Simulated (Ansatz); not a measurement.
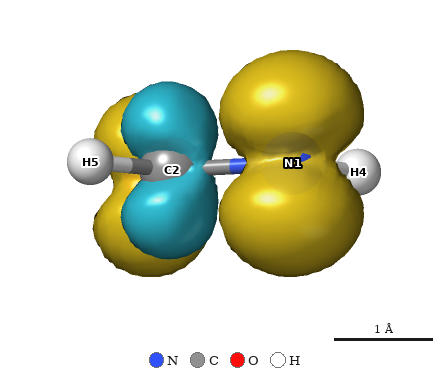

Figure. CH2NO (doublet). Isosurfaces of the spin density at +0.06 (yellow) and −0.06 e/Å³ (cyan), seen from one side.

⟨S²⟩ = 0.81, above the pure value of 0.75.

Computed with UKS BHLYP-D4/def2-SVP in Ansatz 0.2.0.

```yaml
atoms:
  - { symbol: N, position_ang: [-0.0404, 0.0391, -0.8432] }
  - { symbol: C, position_ang: [0.2090, -0.1918, 0.4717] }
  - { symbol: O, position_ang: [1.0569, -0.9693, 0.8760] }
  - { symbol: H, position_ang: [0.6062, -0.5524, -1.3703] }
  - { symbol: H, position_ang: [-0.4152, 0.3786, 1.1742] }
```

> Which atoms carry the spin?

The unpaired spin (1 electron) lies mostly on N1 (about 0.7) and O3 (about 0.4), in electrons by Hirshfeld's partition, with opposite, polarisation-induced spin on C2.
